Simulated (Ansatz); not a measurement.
```xyz
8

W     0.0000    0.0000   -0.6440
H     0.0000    0.0000    2.3930
H     1.4749    0.0000    0.1873
H     0.0000    1.4749    0.1873
H    -1.4749    0.0000    0.1873
H     0.0000   -1.4749    0.1873
H     0.0000    0.0000   -2.3753
F     0.0000    0.0000    3.3170
```

Core potentials replace the inner electrons of W.

All numbers below come from UKS B3LYP-D4/def2-SVP in Ansatz 0.2.0.

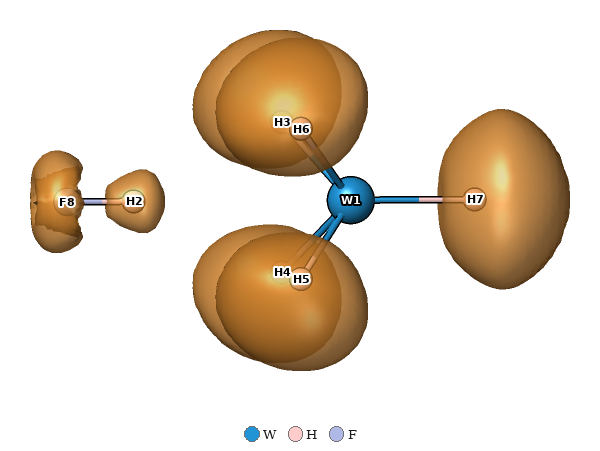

H5W···HF (doublet). Isosurface of the electron localisation function at 0.85 (orange), seen at a tilt. Core shells and regions of very low density are left out.

> Describe the localisation domains.

The surface consists of six regions around hydrogen nuclei and one region wrapped around F (its valence shell).

Values along the shortest contacts:
W1···H2 (3.04 Å): the ELF dips to about 0 between them. F–H (0.92 Å): the ELF climbs to about 1 towards the hydrogen, as it does in any bond to H; a covalent bond by its length.
